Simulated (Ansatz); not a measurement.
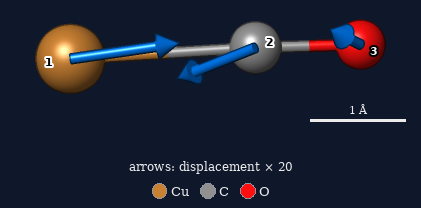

This is a relaxation of CuCO (charge +1) (coarse preliminary run). The starting structure is drawn; blue arrows show the displacements, 20 times their true length. The two geometries are superimposed by the best rigid fit.

The picture is a ball-and-stick view, seen from a free direction.

These are results of RKS PBE-D4/def2-SVP (Ansatz 0.2.0), not measurements.

The input:
```yaml
crystal:
  periodic: [false, false, false]
  atoms:
    - {symbol: Cu, position_ang: [0.077300, 0.111300, -1.665300]}
    - {symbol: C, position_ang: [0.004600, 0.006700, 0.282700]}
    - {symbol: O, position_ang: [-0.082000, -0.118000, 1.382500]}
basis:
  gaussian: {orbitals: def2-SVP}
total_charge: 1
hamiltonian: {xc: pbe, dispersion: d4}
relax: {f_tol: 0.03, max_steps: 250}
```

Launched with:
```bash
ansatz run in.yaml --threads 2 --pin off --events-out ev --progress --plain --max-ram 5222MiB
```

**Describe the change and its energy.**

Cu1 moves most after the best rigid fit: 0.059 Å. Largest moves by element: Cu 0.059 Å, C 0.053 Å, O 0.026 Å. Among the contacts that change: Cu1–C2 1.952 → 1.852 Å, C2–O3 1.110 → 1.134 Å. Bond angles that change, for instance: Cu1–C2–O3 175.9° → 179.9°. The energy falls by 2.01 kcal/mol in 4 geometry steps. Largest force component: 4 eV/Å at the start, 0.0015 eV/Å at the end.
